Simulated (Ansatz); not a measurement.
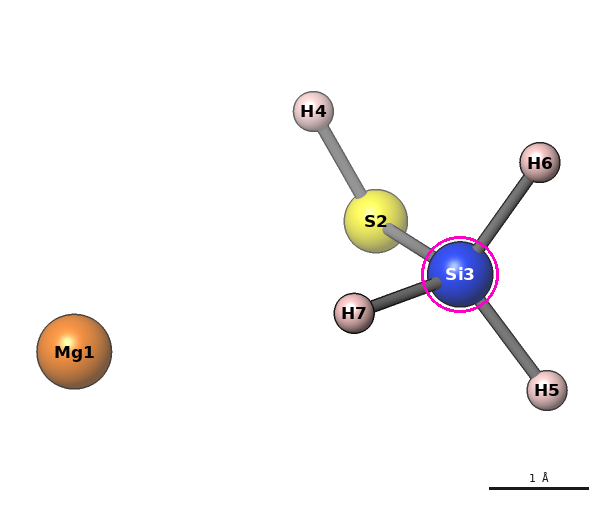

Orthographic view. Atoms fade into the background with distance from the viewer. The geometry was computed by an optimisation with PBE-D4/def2-SVP. No frequency run is at hand to confirm it as a minimum.

**Which atoms are bonded to the circled atom?**

The circled atom is Si3; it is bonded to S2, H5, H6, H7.

**Which two atoms are farthest apart in space?**

Mg1 and H6, 5.25 Å.

**Which atom is farthest from the viewer?**

S2, 1.5 Å behind the mean position.
